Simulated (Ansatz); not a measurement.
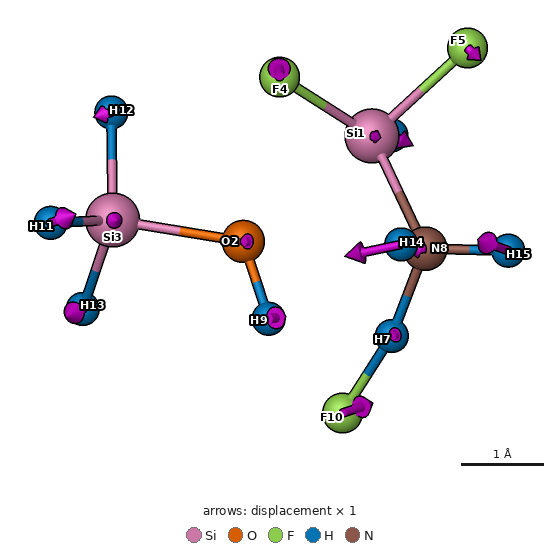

A constrained relaxation of Si2NH8OF3. The starting structure is drawn; purple arrows show the displacements, at their true length. The two geometries are superimposed by the best rigid fit.

A ball-and-stick model, seen at a tilt.

The reaction that was planned forms Si1–N8, H7–F10, O2–H9 and breaks Si1–O2, H7–N8, H9–F10 (atoms numbered from 1 in input order).

All numbers below come from RKS PBE0-D4/def2-SVP in Ansatz 0.2.0.

The input:
```yaml
crystal:
  periodic: [false, false, false]
  atoms:
    - {symbol: Si, position_ang: [-0.662100, -0.078700, 1.215100]}
    - {symbol: O, position_ang: [0.040800, -0.468200, -0.726300]}
    - {symbol: Si, position_ang: [0.752000, -1.789900, -1.416400]}
    - {symbol: F, position_ang: [0.653000, -0.872300, 1.661900]}
    - {symbol: F, position_ang: [-1.193900, 0.136200, 2.745800]}
    - {symbol: H, position_ang: [-1.901600, -0.542900, 0.658600]}
    - {symbol: H, position_ang: [-0.129900, 1.895700, -0.251500]}
    - {symbol: N, position_ang: [-0.183800, 1.637500, 0.928300]}
    - {symbol: H, position_ang: [0.033800, 0.388200, -1.242700]}
    - {symbol: F, position_ang: [-0.043400, 1.908300, -1.472500]}
    - {symbol: H, position_ang: [2.193600, -1.705000, -1.194300]}
    - {symbol: H, position_ang: [0.139600, -2.921800, -0.731500]}
    - {symbol: H, position_ang: [0.393400, -1.709300, -2.829800]}
    - {symbol: H, position_ang: [0.743000, 1.838800, 1.294000]}
    - {symbol: H, position_ang: [-0.834400, 2.283300, 1.361300]}
basis:
  gaussian: {orbitals: def2-SVP}
hamiltonian: {xc: pbe0, dispersion: d4}
relax: {f_tol: 0.04, max_steps: 150, escape_saddle: false, constraints: [{distance: [0, 7]}, {distance: [6, 9]}, {distance: [1, 8]}, {distance: [0, 1]}, {distance: [6, 7]}, {distance: [8, 9]}]}
```

Run as
```bash
ansatz run in.yaml --threads 4 --pin off --events-out ev --progress --plain --max-ram 66560MiB --backend cpu
```

Question: What did the optimiser do to the structure, and how much energy did it gain?

Answer: The largest moves after the best rigid fit, 0.75 Å, are those of H14 and H15. By element the largest moves are H 0.75 Å, F 0.62 Å, N 0.26 Å, Si 0.22 Å, O 0.20 Å. Some distances before and after: O2–Si3 1.652 → 1.692 Å, Si1–H6 1.436 → 1.467 Å, Si3–H11 1.461 → 1.491 Å, Si1–F4 1.600 → 1.628 Å. Bond angles that change, for instance: F4–Si1–H6 131.1° → 121.6°, H7–N8–H15 108.0° → 114.8°, F4–Si1–N8 107.4° → 112.2°. Groups turn about Si1–N8 by about 25°. The energy falls by 5.98 kcal/mol in 9 accepted moves (10 points after the start). Largest force component: 0.86 eV/Å at the start, 0.023 eV/Å at the end. The line search rejected the trial step at point 7 of the run. The run took roughly 2.1 core-minutes on a shared host.
